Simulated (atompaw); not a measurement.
```json
{"Element": "strontium", "Generator": "atompaw 4.2.0.5", "Type": "PAW", "Functional": "PBE", "Relativity": "scalar-relativistic", "Frozen core": "[Kr]", "Valence charge": "2", "Reference configuration": "4d0 5s1.5 5p0.5", "Partial waves": "5s (bound): rc 2.70 bohr; 5s channel at 1.25 Ry: rc 2.70 bohr; 5p (bound): rc 3.00 bohr; 5p channel at 0.45 Ry: rc 3.00 bohr; 4d (bound, empty): rc 3.00 bohr; 4d channel at 2.2 Ry: rc 3.00 bohr", "Local potential": "troulliermartins scheme with l = 3 at 1 Ry, radius 2.70 bohr", "Core correction": "smooth core density matched at 1.70 bohr", "Augmentation charge": "besselshape compensation charge, radius 2.80 bohr; PAW radius 3.00 bohr; waves and projectors: custom polynom vanderbiltortho"}
```

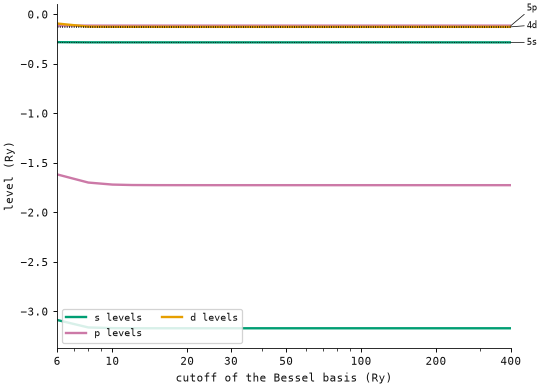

The pseudo-atom Hamiltonian at the reference potential is diagonalised in spherical Bessel functions (20 bohr box) up to the cutoff. Curves: the lowest levels of each channel that holds a bound state. Dotted lines: the all-electron valence levels.

### Is there a ghost state?

Ghost states below the valence levels: s at -43.2 eV, p at -23.5 eV. A ghost is a curve that settles on no dotted line: a bound state with no counterpart among the valence levels. The s ghost lies close to the 4s core level of the all-electron atom (-3.06 Ry), so the potential binds a state that should have stayed in the core. The p ghost lies close to the 4p core level of the all-electron atom (-1.73 Ry), so the potential binds a state that should have stayed in the core. In Ry: s -3.17, p -1.73.

### From which cutoff on does the ghost show?

The lowest s curve lies clearly below the lowest valence level of its channel already at the lowest cutoff, 6 Ry, and ends at -3.17 Ry.

### Read the all-electron valence levels.

5s: -0.28 Ry; 5p: -0.12 Ry; 4d: -0.13 Ry.
